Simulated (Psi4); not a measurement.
# SnH3Cl (SMILES [Cl][SnH3]) at B2PLYP/def2-SVP (core potential, density fitting for correlation)

What is the energy change on altering one bond length of SnH3Cl at B2PLYP/def2-SVP (core potential, density fitting for correlation)? 

Program for the calculation: Psi4 1.11.

1 further run of the same task is left out (it didn't finish).

### 1 Starting point

SnH3Cl: 5 atoms, total charge 0, spin state singlet. SMILES: `[Cl][SnH3]`. The shape is that of a PBE0-D4/def2-TZVP optimisation.

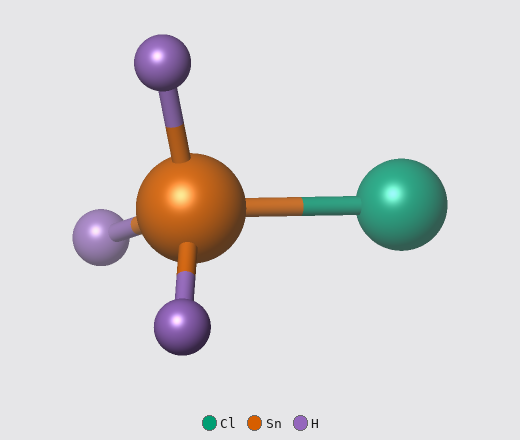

The structure, seen from a chosen angle (chlorine teal, tin orange, hydrogen purple).

### 2 The energy at B2PLYP/def2-SVP (core potential, density fitting for correlation)

clh3sn.dat

```
memory 1600 MB

molecule m {
  0 1
  Cl    -1.839400     0.332400     1.029900
  Sn     0.168900    -0.044500    -0.097500
  H     -0.120500     0.362900    -1.722400
  H      0.522700    -1.694200     0.111100
  H      1.318200     0.969900     0.637400
  units angstrom
  symmetry c1
}

set globals {
  basis def2-SVP
  puream true
  e_convergence 1e-09
  d_convergence 1e-08
  scf_type pk
  dft_radial_points 99
  dft_spherical_points 590
  num_frozen_docc 9
}

E, wfn = energy("b2plyp", return_wfn=True)
```

Started as:

```
$ psi4 -n 1 clh3sn.dat clh3sn.out
```

clh3sn.out:

```text
[...]
    !!!  WARNING: ECP capability is in beta. Please check occupations closely.  !!!
[...]
  Running in c1 symmetry.
[...]
  Nuclear repulsion =  114.226496944951634
[...]
  Multiplicity = 1
[...]
  Nalpha       = 21
  Nbeta        = 21
[...]
    Number of basis functions: 59
[...]
   @RKS iter   1:  -675.62238028167201   -1.54153e+00   3.99303e-03 ADIIS/DIIS
[...]
   @RKS iter   9:  -675.64947766977104   -2.17142e-11   7.84285e-09 DIIS
[...]
    Orbital Energies [Eh]
    ---------------------
    Doubly Occupied:
       1A   -102.851652     2A     -9.884697     3A     -7.529778
       4A     -7.524810     5A     -7.524810     6A     -5.448399
       7A     -3.729404     8A     -3.724551     9A     -3.724550
      10A     -1.184928    11A     -1.179287    12A     -1.179286
      13A     -1.173942    14A     -1.173942    15A     -0.896704
      16A     -0.596645    17A     -0.411570    18A     -0.411563
      19A     -0.404288    20A     -0.352059    21A     -0.352057
[...]
  @RKS Final Energy:  -675.64947766977104
   => Energetics <=
    Nuclear Repulsion Energy =            114.2264969449516343
    One-Electron Energy =               -1241.1317886517235820
    Two-Electron Energy =                 473.9492088434491279
    DFT Exchange-Correlation Energy =     -22.6933948064481541
    Empirical Dispersion Energy =           0.0000000000000000
    VV10 Nonlocal Energy =                  0.0000000000000000
    Total Energy =                       -675.6494776697710449
[...]
 Multipole Moments:
 ------------------------------------------------------------------------------------
     Multipole            Electronic (a.u.)      Nuclear  (a.u.)        Total (a.u.)
 ------------------------------------------------------------------------------------
 L = 1.  Multiply by 2.5417464519 to convert [e a0] to [Debye]
 Dipole X            :         28.4032233          -27.5373017            0.8659216
 Dipole Y            :         -5.3302236            5.1677867           -0.1624370
 Dipole Z            :        -15.9446049           15.4585340           -0.4860709
 Magnitude           :                                                    1.0062161
[...]
```

It took 10 s on 1 thread of AMD EPYC 7R43 (Zen 3), shared host; peak memory 0.65 GiB.

### 3 The distorted shape

job.dat

```
memory 1600 MB

molecule geom {
  0 1
  Cl    -3.80175291     0.34059479     1.73790742
  Sn    -0.00661593    -0.37164299    -0.39256982
  H     -0.55350267     0.39823143    -3.46318580
  H      0.66196917    -3.48912418     0.00162705
  H      2.49103698     1.83284537     1.20451143
  units au
  symmetry c1
}

set reference rks
set puream true
set e_convergence 1e-09
set d_convergence 1e-08
set scf_type pk
set dft_radial_points 99
set dft_spherical_points 590
set num_frozen_docc 9

e_tot = energy("b2plyp/def2-SVP")
print_variables()
```

Started as:

```
$ psi4 -n 1 job.dat job.out
```

job.out:

```text
[...]
    !!!  WARNING: ECP capability is in beta. Please check occupations closely.  !!!
[...]
  Running in c1 symmetry.
[...]
  Nuclear repulsion =  113.154314666426629
[...]
  Multiplicity = 1
[...]
  Nalpha       = 21
  Nbeta        = 21
[...]
    Number of basis functions: 59
[...]
   @RKS iter   1:  -675.61108214708781   -1.58104e+00   3.93347e-03 ADIIS/DIIS
[...]
   @RKS iter   9:  -675.63711105700168   -2.56932e-11   8.48021e-09 DIIS
[...]
    Orbital Energies [Eh]
    ---------------------
    Doubly Occupied:
       1A   -102.855857     2A     -9.888852     3A     -7.533950
       4A     -7.528963     5A     -7.528914     6A     -5.454332
       7A     -3.735123     8A     -3.730520     9A     -3.730314
      10A     -1.190091    11A     -1.184728    12A     -1.183269
      13A     -1.179580    14A     -1.178815    15A     -0.900195
      16A     -0.589091    17A     -0.415323    18A     -0.408583
      19A     -0.394225    20A     -0.355643    21A     -0.347953
[...]
  @RKS Final Energy:  -675.63711105700168
   => Energetics <=
    Nuclear Repulsion Energy =            113.1543146664266288
    One-Electron Energy =               -1238.8665837565376933
    Two-Electron Energy =                 472.7472353688636417
    DFT Exchange-Correlation Energy =     -22.6720773357542349
    Empirical Dispersion Energy =           0.0000000000000000
    VV10 Nonlocal Energy =                  0.0000000000000000
    Total Energy =                       -675.6371110570016754
[...]
 Multipole Moments:
 ------------------------------------------------------------------------------------
     Multipole            Electronic (a.u.)      Nuclear  (a.u.)        Total (a.u.)
 ------------------------------------------------------------------------------------
 L = 1.  Multiply by 2.5417464519 to convert [e a0] to [Debye]
 Dipole X            :         28.0209077          -27.2988496            0.7220581
 Dipole Y            :         -5.6492699            5.3782499           -0.2710200
 Dipole Z            :        -16.1684330           15.6110083           -0.5574247
 Magnitude           :                                                    0.9515997
[...]
```

Run time: 12 s. Hardware: 1 thread of AMD EPYC 7R43 (Zen 3), shared host; peak memory 0.64 GiB.

### 4 Summary of results

At B2PLYP/def2-SVP (core potential, density fitting for correlation), 9 core orbitals frozen:

| quantity | value |
| --- | --- |
| first shape: total energy | -675.73287 Eh |
| first shape: HOMO energy (SCF part's orbitals) | -9.58 eV |
| first shape: LUMO energy (SCF part's orbitals) | 0.55 eV |
| first shape: HOMO–LUMO gap (SCF part's orbitals) | 10.13 eV |
| distorted shape: total energy | -675.72097 Eh |
| distorted shape: HOMO energy (SCF part's orbitals) | -9.47 eV |
| distorted shape: LUMO energy (SCF part's orbitals) | 0.46 eV |
| distorted shape: HOMO–LUMO gap (SCF part's orbitals) | 9.93 eV |
| energy change with the Sn2–H5 bond stretched from 1.700 to 1.955 Å | 0.324 eV |

With the Sn2–H5 bond stretched from 1.700 to 1.955 Å the energy rises by 0.32 eV (7.5 kcal/mol). The first shape isn't relaxed at this level, so the change isn't measured from a minimum.
